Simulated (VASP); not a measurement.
Band structure of Sr (fcc). Computed with PBE GGA, VASP's PBE PAW potentials (set 64) (plane waves; VASP 6.6.1).

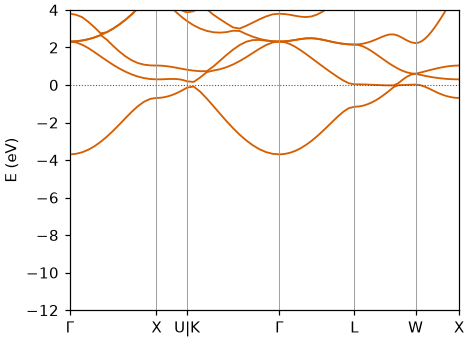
*Bands along high-symmetry lines, zero at the valence-band maximum or, without a gap, the Fermi level*

Read the plot: is there a gap, and where are the band edges?

It has no gap at this level: it comes out as a metal or semimetal. (Edges off the drawn lines would not show.)

The compound is Sr in the fcc structure. It was relaxed first.
